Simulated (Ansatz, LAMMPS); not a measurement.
# Localised basis functions on liquid (Na,Rb)(Cl,Br) at 1100 K (68 atoms)

Wanted: errors and times of a linear-scaling basis for liquid (Na,Rb)(Cl,Br) at 1100 K (68 atoms). A setting counts as converged where the r.m.s. difference of forces stays under 1 % of the r.m.s. force.

Main program and level: Ansatz 0.2.0; Kohn-Sham DFT, PBE, PAW (set soft_2), plane waves.

**1. The starting structure**

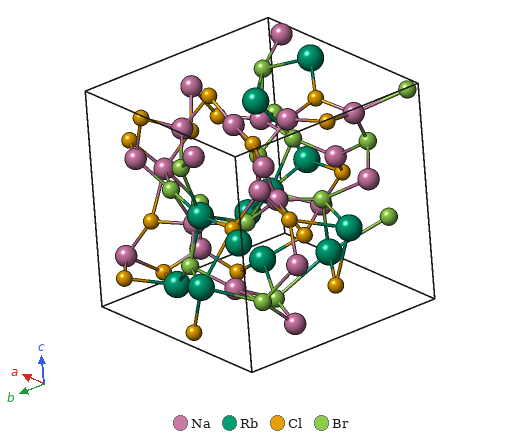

The cell as given, from a free direction (sodium pink, rubidium teal, chlorine orange, bromine green).

The cell holds 68 atoms: 22 Na, 12 Rb, 18 Cl and 16 Br. Its edges and angles: a = 13.797 Å, b = 13.797 Å, c = 13.797 Å, α = 90.0°, β = 90.0°, γ = 90.0°. 68 atoms (22 Na, 12 Rb, 18 Cl, 16 Br) placed at random at 2.18 g/cm³, melted at 1800 K for 10 ps at fixed volume with the Lennard-Jones and Coulomb ion parameters for SPC/E (Joung and Cheatham, J. Phys. Chem. B 112, 9020 (2008)), full charges. Snapshot at the end of a hold of 20 ps at 1100 K and fixed volume.

Limits known from the start: The starting topology of bonds comes from the classical model, and needn't be the one that DFT or experiment would give. The ion parameters were fitted for water, not for melts, so the starting structure of this cell may lie well off the real melt's. The Brillouin zone is sampled at Γ only, in a cell whose shortest periodic width is 14 Å.

**2. Making the structure**

A classical potential supplies the starting structure, since it reaches far longer times than DFT.

This step: classical MD, Lennard-Jones and Coulomb ion parameters for SPC/E (Joung and Cheatham, J. Phys. Chem. B 112, 9020 (2008)), full charges (LAMMPS 22 Jul 2025 - Update 4).

in.lmp

```
# melt-quench of Na22Rb12Cl18Br16
units metal
atom_style charge
boundary p p p
region box block 0 13.7970 0 13.7970 0 13.7970
create_box 4 box
mass 1 22.9898   # Na
mass 2 85.4678   # Rb
mass 3 35.4500   # Cl
mass 4 79.9040   # Br
create_atoms 1 random 22 410609 NULL overlap 2.2 maxtry 2000
create_atoms 2 random 12 410616 NULL overlap 2.2 maxtry 2000
create_atoms 3 random 18 410623 NULL overlap 2.2 maxtry 2000
create_atoms 4 random 16 410630 NULL overlap 2.2 maxtry 2000
pair_style lj/cut/coul/long 9.0
pair_modify mix arithmetic tail yes
pair_coeff 1 1 0.015292 2.1595   # Na
pair_coeff 2 2 0.019302 3.0950   # Rb
pair_coeff 3 3 0.000554 4.8305   # Cl
pair_coeff 4 4 0.001169 4.9017   # Br
set type 1 charge 1
set type 2 charge 1
set type 3 charge -1
set type 4 charge -1
kspace_style pppm 1.0e-4
neigh_modify delay 0 every 1 check yes
thermo_style custom step time temp pe press density
thermo_modify norm yes
timestep 0.002
thermo 100
min_style cg
minimize 1e-4 1e-4 200 2000
reset_timestep 0
velocity all create 1800 410610 mom yes dist gaussian
# [... 14 lines left out ...]
compute msd all msd com yes
thermo 2500
fix md all nvt temp 1100 1100 0.2
run 10000 post no
print "== T1100: mean square displacement over the hold $(c_msd[4]:%.2f) A^2"
unfix md
uncompute msd
write_dump all custom T1100.dump id type xs ys zs modify sort id
```

Started as:

```
lmp -in in.lmp -log none -nocite
```

Numbers of over 12 decimals in the logs are rounded to 6 here.

What it wrote:

```text
LAMMPS (22 Jul 2025 - Update 4)
Created orthogonal box = (0 0 0) to (13.797 13.797 13.797)
Created 22 atoms
Created 12 atoms
Created 18 atoms
Created 16 atoms
PPPM initialization ...
  G vector (1/distance) = 0.3048935
  grid = 9 9 9
  estimated relative force accuracy = 8.1331679e-05
   Step          Time           Temp          PotEng         Press         Density
         0   0              0              2.344911       689664.32      2.1799997
       100   0.2            0             -3.6589462     -1200.2044      2.1799997
       118   0.236          0             -3.6729662     -1023.598       2.1799997
Loop time of 0.0288696 s on 1 MPI rank(s) for 118 steps with 68 atoms
Minimization stats:
  Stopping criterion = energy tolerance
  Energy initial, next-to-last, final =
      2.34491100093454  -3.67268117132106  -3.67296624128952
  Force two-norm initial, final = 520.12732 0.33587391
  Iterations, force evaluations = 118 159
   Step          Time           Temp          PotEng         Press         Density
         0   0              1800          -3.6729662      5316.2238      2.1799997
       500   1              1883.5647     -3.4175144      21795.979      2.1799997
      1000   2              1656.0973     -3.4510397      12973.568      2.1799997
Loop time of 0.1506 s on 1 MPI rank(s) for 1000 steps with 68 atoms
   Step          Time           Temp          PotEng         Press         Density
      1000   2              1656.0973     -3.4510397      12973.568      2.1799997
      1666   3.332          1683.2835     -3.4708364      9249.2102      2.1799997
      2499   4.998          1957.4904     -3.4203246      17917.318      2.1799997
      3332   6.664          1529.7472     -3.4523148      9775.2205      2.1799997
      4165   8.33           1780.8824     -3.4328293      15113.604      2.1799997
      4998   9.996          1947.1556     -3.4507821      8699.3087      2.1799997
[... 2 lines left out ...]
Loop time of 0.751906 s on 1 MPI rank(s) for 5000 steps with 68 atoms
   Step          Time           Temp          PotEng         Press         Density
[... 5 lines left out ...]
Loop time of 0.37063 s on 1 MPI rank(s) for 2500 steps with 68 atoms
   Step          Time           Temp          PotEng         Press         Density
[... 2 lines left out ...]
     12500   25             1197.1044     -3.5791774      1480.1035      2.1799997
     15000   30             1082.2433     -3.5648263      4797.5938      2.1799997
     17500   35             1083.2289     -3.5633654      6206.4721      2.1799997
     18500   37             1242.635      -3.5227974      9041.5393      2.1799997
Loop time of 1.46074 s on 1 MPI rank(s) for 10000 steps with 68 atoms
== T1100: mean square displacement over the hold 26.53 A^2
```

It took 2.9 s on 1 thread of Arm Neoverse V2, shared host; peak memory 0.069 GiB.

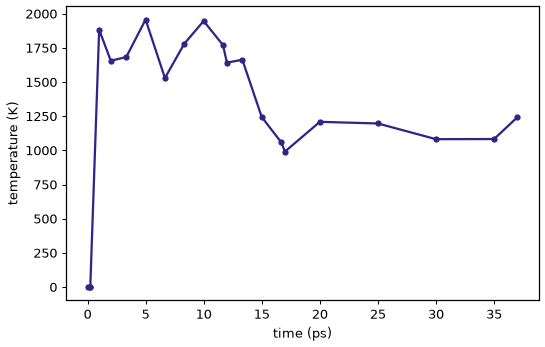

Temperature, plotted against time.

**3. Plane-wave single point**

The first run fixes the reference, at a cutoff of 420 eV.

input.yaml

```yaml
crystal:
  lattice:
    - [13.797, 0.0, 0.0]
    - [0.0, 13.797, 0.0]
    - [0.0, 0.0, 13.797]
  atoms:
    - { symbol: Na, position: [0.86219, 0.0418, 0.97917] }
    - { symbol: Na, position: [0.32819, 0.96853, 0.88868] }
    - { symbol: Na, position: [0.09052, 0.23222, 0.60701] }
    - { symbol: Na, position: [0.3354, 0.45023, 0.8845] }
    - { symbol: Na, position: [0.66884, 0.75556, 0.84389] }
    - { symbol: Na, position: [0.05277, 0.67474, 0.37064] }
    - { symbol: Na, position: [0.82456, 0.89538, 0.7036] }
    - { symbol: Na, position: [0.70738, 0.70166, 0.37155] }
    - { symbol: Na, position: [0.40796, 0.68207, 0.91472] }
    - { symbol: Na, position: [0.03893, 0.824, 0.88071] }
    - { symbol: Na, position: [0.61065, 0.09426, 0.28348] }
    - { symbol: Na, position: [0.89672, 0.53312, 0.14177] }
    - { symbol: Na, position: [0.78587, 0.24504, 0.67861] }
    - { symbol: Na, position: [0.35135, 0.52444, 0.53187] }
    - { symbol: Na, position: [0.16284, 0.62552, 0.04766] }
    - { symbol: Na, position: [0.19045, 0.20698, 0.87427] }
    - { symbol: Na, position: [0.39945, 0.7461, 0.17899] }
    - { symbol: Na, position: [0.96263, 0.46356, 0.85043] }
    - { symbol: Na, position: [0.91248, 0.67801, 0.55676] }
    - { symbol: Na, position: [0.42375, 0.14175, 0.58003] }
    - { symbol: Na, position: [0.98818, 0.85977, 0.19083] }
    - { symbol: Na, position: [0.20624, 0.72543, 0.68608] }
    - { symbol: Rb, position: [0.73937, 0.79211, 0.11134] }
    - { symbol: Rb, position: [0.32808, 0.9815, 0.28847] }
    - { symbol: Rb, position: [0.02859, 0.40288, 0.45799] }
    - { symbol: Rb, position: [0.6349, 0.38069, 0.85406] }
    - { symbol: Rb, position: [0.55394, 0.1341, 0.99453] }
    - { symbol: Rb, position: [0.79814, 0.00787, 0.40549] }
    - { symbol: Rb, position: [0.5996, 0.43597, 0.14947] }
    - { symbol: Rb, position: [0.25699, 0.3439, 0.25632] }
    - { symbol: Rb, position: [0.61444, 0.35461, 0.4341] }
    - { symbol: Rb, position: [0.50524, 0.82105, 0.51231] }
    - { symbol: Rb, position: [0.10151, 0.93934, 0.54879] }
    - { symbol: Rb, position: [0.98526, 0.19878, 0.16686] }
    - { symbol: Cl, position: [0.38701, 0.99377, 0.06431] }
    - { symbol: Cl, position: [0.20984, 0.73969, 0.9064] }
    - { symbol: Cl, position: [0.36685, 0.26657, 0.90976] }
    - { symbol: Cl, position: [0.52193, 0.03648, 0.44123] }
    - { symbol: Cl, position: [0.94719, 0.3465, 0.67737] }
    - { symbol: Cl, position: [0.99176, 0.79155, 0.70321] }
    - { symbol: Cl, position: [0.57857, 0.66973, 0.99356] }
    - { symbol: Cl, position: [0.14706, 0.62523, 0.53514] }
    - { symbol: Cl, position: [0.8478, 0.98644, 0.17259] }
    - { symbol: Cl, position: [0.08124, 0.45648, 0.19349] }
    - { symbol: Cl, position: [0.83366, 0.58375, 0.72349] }
    - { symbol: Cl, position: [0.53468, 0.2537, 0.219] }
    - { symbol: Cl, position: [0.789, 0.8778, 0.89792] }
    - { symbol: Cl, position: [0.28292, 0.82564, 0.52025] }
    - { symbol: Cl, position: [0.7964, 0.4226, 0.02621] }
    - { symbol: Cl, position: [0.97632, 0.67622, 0.05644] }
    - { symbol: Cl, position: [0.88764, 0.78972, 0.35827] }
    - { symbol: Cl, position: [0.1424, 0.38808, 0.91164] }
    - { symbol: Br, position: [0.34654, 0.57678, 0.09225] }
    - { symbol: Br, position: [0.26859, 0.34897, 0.49927] }
    - { symbol: Br, position: [0.49208, 0.58794, 0.40543] }
    - { symbol: Br, position: [0.24255, 0.10379, 0.69373] }
    - { symbol: Br, position: [0.58409, 0.23639, 0.64644] }
    - { symbol: Br, position: [0.18302, 0.77253, 0.1932] }
    - { symbol: Br, position: [0.79707, 0.20462, 0.89455] }
    - { symbol: Br, position: [0.86947, 0.53716, 0.36236] }
    - { symbol: Br, position: [0.57104, 0.84523, 0.26632] }
    - { symbol: Br, position: [0.06952, 0.00576, 0.95236] }
    - { symbol: Br, position: [0.9047, 0.08032, 0.61468] }
    - { symbol: Br, position: [0.14149, 0.10125, 0.37255] }
    - { symbol: Br, position: [0.80196, 0.22085, 0.32842] }
    - { symbol: Br, position: [0.49695, 0.91174, 0.76681] }
    - { symbol: Br, position: [0.386, 0.58134, 0.74565] }
    - { symbol: Br, position: [0.7188, 0.80233, 0.56087] }
kpoints:
  mp_grid: { grid: [1, 1, 1] }
hamiltonian:
  xc: pbe
scf:
  occupations: { method: fermi_dirac, width: 0.05 }
output:
  forces: true
  stress: true
  populations: true
  dos:
    method: { smearing: { sigma: 0.08 } }
    de: 0.1
    projected: { site_lists: { Br: [Br], Cl: [Cl], Na: [Na], Rb: [Rb] } }
  eigenvalues: true
  write_density: true
  write_potential: true
  volumetric_format: npy
  elf: true
```

Started as:

```
ansatz run input.yaml --threads 4 --pin off --max-ram 8192MiB --backend cpu --events-out ev --progress --plain --runs-dir out
```

What it wrote:

```text
Engine: ansatz 0.2.0, aarch64-unknown-linux-gnu
Pseudopotentials: kind: paw
Pseudopotential: Na, paw, valence charge 9, recommended cutoff 420 eV (normal), Na.paw.azcp
Pseudopotential: Rb, paw, valence charge 9, recommended cutoff 420 eV (normal), Rb.paw.azcp
Pseudopotential: Cl, paw, valence charge 7, recommended cutoff 420 eV (normal), Cl.paw.azcp
Pseudopotential: Br, paw, valence charge 7, recommended cutoff 420 eV (normal), Br.paw.azcp
[... 5 lines on functional and potentials left out ...]
Crystal: 68 atoms, lattice volume = 2626.358 Å³
Basis set: ecut = 420 eV, 51435 PW (Γ), exchange–correlation on 192×192×192 points (8 copies of the dense FFT grid, shifted against one another)
Bands: 340, of which v1, the nominal top of the filled ones, is band 272 counted from 1 (271 counted from 0)
Symmetry: 1 space group operations
Space group: P1 (ITA 1), of the structure as read, at distance tolerance 1.4e-4 Å
k-points: 1
[... 9 lines on functional and potentials left out ...]
Initial density: superposition of atomic densities (neutral atoms: chi_scale 0, normalization atom), corrected by the library's trained network
Initial wavefunctions: pseudopotential atomic-orbital guess
Functional: x = pbe(κ = 0.804, μ = 0.219515), c = pbe(β = 0.066725)
SCF iter   1: F=—  HF=-135977.493730 eV  |F-HF|=—  |Δ(HF+E_count)|=         —  Δρ=6.80e-4  dr2=5.36e-2  ethr=1.77e-3  ⟨swp⟩=9.0  Hψ=1426  notcnv=0  defer=49
preconditioner: auto → Resta (q_TF=auto, 2.099 Å⁻¹)  ε∞=2.4  [insulator: Δε(μ)=2.852 eV  Ē_g=11.223 eV  σ=0.050 eV  W_gap=1.00  n_scr=436 (ndim 8)  ℏωp=13.4 eV  f_vac=0.230  D(μ)=0.00/eV (n_scr^D=0)  ε∞_Penn≈2.4]
SCF iter   2: F=—  HF=-135977.489793 eV  |F-HF|=—  |Δ(HF+E_count)|=   3.94e-3  Δρ=3.21e-4  dr2=1.16e-2  ethr=9.86e-6  ⟨swp⟩=2.0  Hψ=565  notcnv=0  defer=55
SCF iter   3: F=—  HF=-135977.488776 eV  |F-HF|=—  |Δ(HF+E_count)|=   1.02e-3  Δρ=1.20e-4  dr2=1.57e-3  ethr=2.13e-6  ⟨swp⟩=2.0  Hψ=415  notcnv=0  defer=55
SCF iter   4: F=—  HF=-135977.488832 eV  |F-HF|=—  |Δ(HF+E_count)|=   5.62e-5  Δρ=4.16e-5  dr2=8.82e-5  ethr=2.89e-7  ⟨swp⟩=2.0  Hψ=433  notcnv=0  defer=55
SCF iter   5: F=—  HF=-135977.491039 eV  |F-HF|=—  |Δ(HF+E_count)|=   2.21e-3  Δρ=1.24e-5  dr2=7.57e-6  ethr=1.62e-8  ⟨swp⟩=2.0  Hψ=566  notcnv=0  defer=61
SCF iter   6: F=—  HF=-135977.491046 eV  |F-HF|=—  |Δ(HF+E_count)|=   6.22e-6  Δρ=4.09e-6  dr2=5.57e-7  ethr=1.39e-9  ⟨swp⟩=2.0  Hψ=535  notcnv=0  defer=61
SCF iter   7: F=-135977.491046 eV  HF=-135977.491046 eV  |F-HF|=4.08e-8  |Δ(HF+E_count)|=   3.45e-7  Δρ=1.26e-6  dr2=5.39e-8  ethr=1.84e-11  ⟨swp⟩=22.0  Hψ=3207  notcnv=0
SCF 1 converged in 7 iterations: F = -135977.491046 eV  dr2 = 5.39e-8
  greatest PAW one-centre occupation: 0.999 electrons in one spin orbital (limit 2), on the Na atom at site 4 (counted from 0), in its partial waves of l = 0
WARN: The input density's exchange-correlation potential varies sharply where the density is thin. Do not read a vacuum level from v_tot or v_xc, or from such a field of the output density. On a cell that repeats whose density bears no net charge and no dipole along the vacuum's axis use v_es (v_loc + v_h of the components); [...]
SCF converged after 7 iterations
Free energy (F): -135977.491046 eV
Harris-Foulkes:  -135977.491046 eV  (|F-HF|=4.08e-8)
Internal energy: -135977.491046 eV  (E = F + TS)
E sigma→0 (E₀):  -135977.491046 eV
Fermi energy:    1.878067 eV
--- Per-component energies (eV) ---
  E_band       = -7486.067107
  E_kinetic    = 10012.957177
  E_local      = -53769.550226  (includes V_loc(G=0)·N_el)
  E_nonlocal   = 6242.573527
  E_hartree    = 19049.550177
  E_xc         = -8604.285720
  E_vxc        = -6621.724289  (∫ρ·V_xc dr)
  E_paw        = -85018.695988  (= ΣΔE_a)
  E_vpaw       = -1449.432781  (= ΣTr[D̂ρ^β])
  E_aug_tail   = 0.000851  (compensation charges beyond the density's cutoff)
  E_ewald      = -23890.040845
  E_smearing   = -0.000000  (= −TS)
  E_closure    = 0.000000  (closes the sum)
  Σ components = -135977.491046   (vs F -135977.491046, Δ=0.00e0)
--- Forces (eV/Å), atoms counted from 1 ---
  atom   1  Na     0.18361118    -0.35410467    -0.15661305
  atom   2  Na    -0.04086907    -0.14923753    -0.32563149
  atom   3  Na     0.14764766    -0.42903559     0.29404023
  atom   4  Na    -0.59908530    -0.22431632     0.18050157
  atom   5  Na    -0.43876219    -0.35615142    -0.40611324
  atom   6  Na     0.31699219    -0.05141915    -0.41815202
  atom   7  Na     0.20546039     0.26724397     0.04704100
  atom   8  Na    -0.01546552    -0.01747323     0.32615947
  atom   9  Na    -0.22525563     0.36347587     0.01752522
  atom  10  Na    -0.20930843    -0.23920396     0.30435567
  atom  11  Na     0.02374947     0.01001522     0.03182198
  atom  12  Na     0.37994761    -0.36561797     0.24983034
  atom  13  Na     0.32767238    -0.42140757     0.09017813
  atom  14  Na    -0.28294133     0.37486658     0.28331203
[...]
atom  67  Br     0.10510566    -0.10250062    -0.39554404
  atom  68  Br     0.60360748    -0.18854217     0.02370573
  max |Σ_I F_I| component: 3.51e-5 eV/Å
--- Stress (GPa, compression-positive) ---
       -0.477991       0.005873       0.124772
        0.005873       0.251167       0.104184
        0.124772       0.104184      -0.352727
  P = ⅓ Tr σ = -0.1932 GPa (-1.932 kbar)
--- Band table (eV) ---
  k-point 0: bands = ["-50.9454", "-50.9308", "-50.7502", "-50.7348", [... 324 levels ...], "7.1232", "7.1994", "7.2168", "7.2482", "7.2511", "7.2996", "7.3139", "7.3636", "7.4242", "7.4305", "7.4692", "7.4711"]
--- Löwdin populations: 68 sites ---
  site symbol       q [e]
     0     Na      8.3161
     1     Na      8.2796
     2     Na      8.2993
[...]
67     Br      7.6465
  spilling = 0.003008 (of n_electrons = 544.000000)
```

Wall time 35 s (4 threads of Arm Neoverse V2, shared host); peak memory 2.7 GiB; 2.2 min of CPU time.

The program notes that the exchange-correlation potential is rough where the density is thin.

The run gave:

```
free energy                                      : -135977.4910 eV
free energy per atom                             : -1999.6690 eV/atom
SCF cycles                                       : 7
pressure                                         : -0.1932 GPa
r.m.s. force component                           : 0.2847 eV/Å
longest force                                    : 0.9976 eV/Å
Fermi energy                                     : 1.878 eV
gap (highest filled to lowest empty level) : 2.754 eV
spilling of the projection                       : 0.003008
```

The r.m.s. force component of 0.28 eV/Å and the pressure of -0.19 GPa set the scale for the differences below.

**4. Support functions low**

With localised support functions most steps grow linearly with size, though the diagonalisation grows faster unless the density matrix is cut; this run measures error and cost at this size.

This step: Kohn-Sham DFT, PBE, PAW (set soft_2), localised support functions (low) (Ansatz 0.2.0).

input.yaml, the sections that differ from step 3:

```yaml
scf:
  occupations: { method: fermi_dirac, width: 0.05 }
  eigensolver: { kind: { support_functions: { accuracy: low } } }
  max_iter: 150
output:
  forces: true
  eigenvalues: true
# crystal, kpoints, hamiltonian: as in step 3
```

What it wrote:

```text
Warning: scf.eigensolver.kind.support_functions: disabling space-group detection — the functions' gradient is summed over unrotated k-points, so no spatial operation reduces the k-mesh or symmetrises the density; time reversal is kept, so that k and −k are solved as one point where they differ and the mesh holds both, and exact exchange and, on two spinor components, a DFT+U term hold to it where the run has them: [...]
settings of this run that can trade accuracy for cost: scf.eigensolver.kind.support_functions; scf.eigensolver.kind.support_functions.accuracy: low [...]
[...]
Crystal: 68 atoms, lattice volume = 2626.358 Å³
Basis set: ecut = 420 eV, 51435 PW (Γ), exchange–correlation on 192×192×192 points (8 copies of the dense FFT grid, shifted against one another)
Bands: 327, of which v1, the nominal top of the filled ones, is band 272 counted from 1 (271 counted from 0)
Symmetry: 1 space group operations
k-points: 1
[...]
SCF iter   1: F=—  HF=-135992.747026 eV  |F-HF|=—  |Δ(HF+E_count)|=         —  Δρ=3.86e-2  dr2=4.58e1  ethr=1.00e-1
[...]
SCF iter  11: F=—  HF=-135977.513842 eV  |F-HF|=—  |Δ(HF+E_count)|=   7.20e-4  Δρ=2.06e-5  dr2=2.14e-5  ethr=1.69e-8  κ⁻¹=1.4e-5(r=7)
SCF iter  12: F=-135977.514381 eV  HF=-135977.514381 eV  |F-HF|=6.55e-7  |Δ(HF+E_count)|=   5.38e-4  Δρ=1.07e-5  dr2=7.11e-6  ethr=3.93e-9
SCF 1 converged in 12 iterations: F = -135977.520565 eV  dr2 = 7.11e-6
[...]
SCF converged after 12 iterations
Stability not checked: this state was not tested for a lower state beside it, because the mixer in use, unlike msr1, does not test its closes by its own steps (another_mixer; see scf.mixing.algorithm and scf.lower_state_search)
Free energy (F): -135977.520565 eV
[...]
Internal energy: -135977.520565 eV  (E = F + TS)
E sigma→0 (E₀):  -135977.520565 eV
Fermi energy:    1.877941 eV
[...]
Σ components = -135977.520565   (vs F -135977.520565, Δ=0.00e0)
--- Forces (eV/Å), atoms counted from 1 ---
  atom   1  Na     0.18343298    -0.35406053    -0.15667371
  atom   2  Na    -0.04084217    -0.14941470    -0.32553692
  atom   3  Na     0.14749404    -0.42898976     0.29407805
  atom   4  Na    -0.59925668    -0.22430834     0.18023054
[...]
atom  68  Br     0.60343255    -0.18832611     0.02367775
  max |Σ_I F_I| component: 1.83e-3 eV/Å
--- Band table (eV) ---
[...]
```

Wall time 2.8 min (4 threads); peak memory 5.1 GiB; 11 min of CPU time.

The program notes that the band table was not solved further than the SCF left it and it switched symmetry off.

Keys that differ from the reference: support_functions.accuracy = "low" and scf.max_iter = 150.

Forces differ from the reference by 0.13 meV/Å r.m.s., 0.044 % of their size, well within a tolerance of 1 %; the energy by -0.43 meV/atom. It took 2.8 min and 12 cycles; the reference's time can't be set against it, since the two runs asked for unlike analyses.

(Continued in part 2 of 3.)

[Logs are printed without paths, hosts, clocks, repeated set-up lines and the standing remarks that a program may print on its own settings, such as how far it seeks lower states.]

[Hosts, paths, dates, database ids (printed as entryN), source tags and the programs' standing remarks are cut or masked in the printed files.]
